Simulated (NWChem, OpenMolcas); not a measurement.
**How methods differ on P4 (SMILES P12P3P1P23)**

P4 has 4 atoms, charge 0, and is taken as a singlet. SMILES: `P12P3P1P23`. The shape is that of a PBE0-D4/def2-TZVP optimisation.

Quantity: the vertical energy of the triplet above the singlet, in eV. The values are calculated.

| level | kind | program | value (eV) |
| --- | --- | --- | --- |
| HF/def2-SVPD | Hartree–Fock | OpenMolcas | 4.48 |
| SVWN5/def2-SVPD | LDA | OpenMolcas | 4.86 |
| PBE/def2-SVPD | GGA | OpenMolcas | 4.73 |
| revPBE/def2-SVPD | GGA | OpenMolcas | 4.71 |
| M06-L/def2-SVPD | meta-GGA | OpenMolcas | 4.94 |
| BHLYP/def2-SVPD | global hybrid | NWChem | 4.81 |
| CAM-B3LYP/def2-SVPD | range-separated hybrid | NWChem | 4.81 |
| B2PLYP/def2-SVPD | double hybrid | NWChem | 4.93 |
| MP2/def2-SVPD | perturbation theory | NWChem | 5.19 |

The values span 4.48 to 5.19 eV.

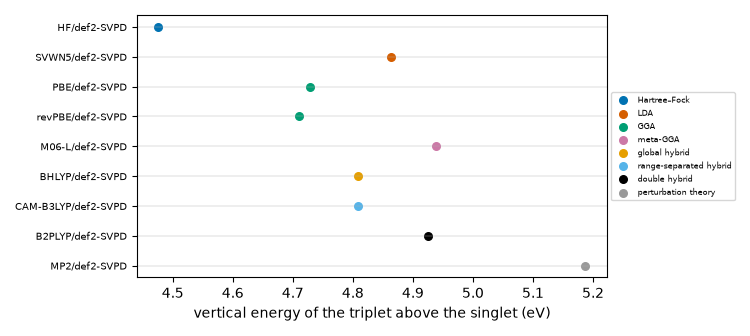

The values of the table, level by level.
